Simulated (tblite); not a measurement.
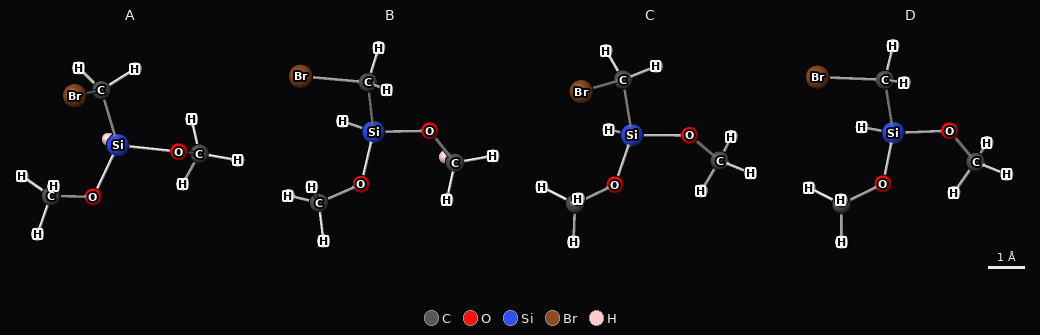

4 geometries from one relaxation of C$_{3}$H$_{9}$BrO$_{2}$Si, in shuffled order. Style: ball-and-stick. Shown at a tilt.

Level of theory: tblite 0.8.0, GFN2-xTB geometry optimisation, gas phase. 

Question: Order the frames from highest to lowest energy.

Answer: A, C, D, B. They are steps 0, 71, 125, 192, at +1.074 eV, +0.141 eV, +0.030 eV relative to the last. Over 192 geometry steps the energy falls by 1.074 eV. The largest move after the best rigid fit is that of the Br atom, 1.45 Å. Largest moves by element: Br 1.45 Å, H 1.41 Å, O 0.85 Å, C 0.44 Å, Si 0.41 Å. Among the contacts that change: O–Si 1.720 → 1.610 Å, C–Si 1.821 → 1.901 Å, O–Si 1.667 → 1.618 Å, C–O 1.356 → 1.403 Å. Among the angles between lasting bonds that change: Si–O–C 110.6° → 127.2°, C–O–Si 118.8° → 130.9°, O–Si–H 104.4° → 114.0°. Groups turn about C–Si by about 85°, O–Si by about 60°, O–Si by about 35°. Cost: 1.3 s on 1 thread of Arm Neoverse V2, with other jobs on the host.
